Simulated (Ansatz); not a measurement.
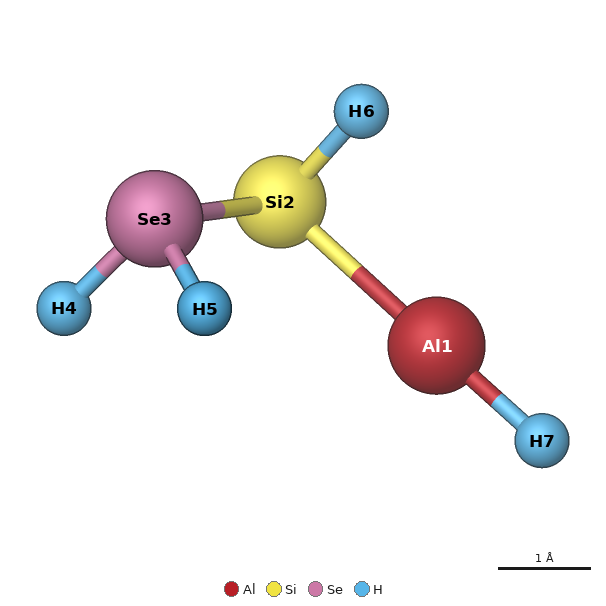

State: charge +1, singlet. The geometry was computed by an optimisation with PBE0-D4/def2-TZVP. No frequency run is at hand to confirm it as a minimum.

Which atoms are bonded, and how long are the bonds?

| bond | length (Å) |
| --- | --- |
| Al1–Si2 | 2.430 |
| Al1–H7 | 1.581 |
| Si2–Se3 | 2.510 |
| Si2–H6 | 1.528 |
| Se3–H4 | 1.473 |
| Se3–H5 | 1.476 |
